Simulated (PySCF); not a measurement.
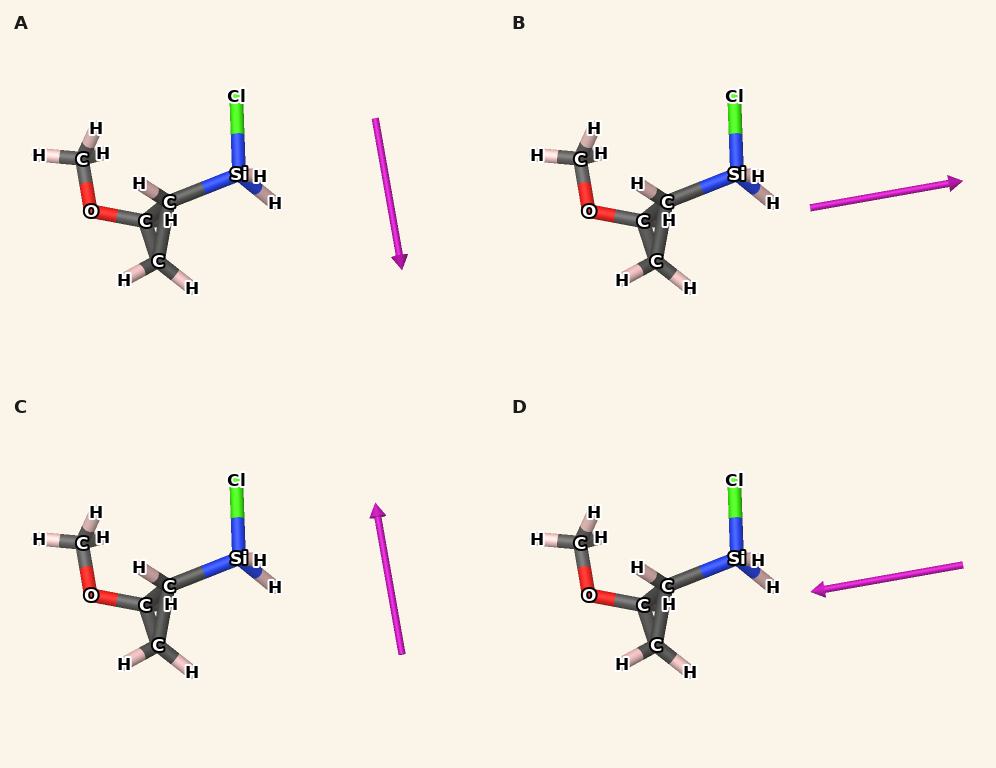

The same molecule four times, each with an arrow. The computed structure is the end point of a GFN2-xTB optimisation. No frequency run is at hand to confirm it as a minimum. Properties computed with ωB97X-D/def2-SVPD, gas phase (PySCF 2.14.0).

### Which arrow points along the dipole moment, from the negative to the positive end?

A. The dipole moment is 0.68 D.

The geometry is semi-empirical. Around Si such bond lengths and angles can be off by a tenth of an ångström or more and by several degrees, and values that hang on the shape move with them.
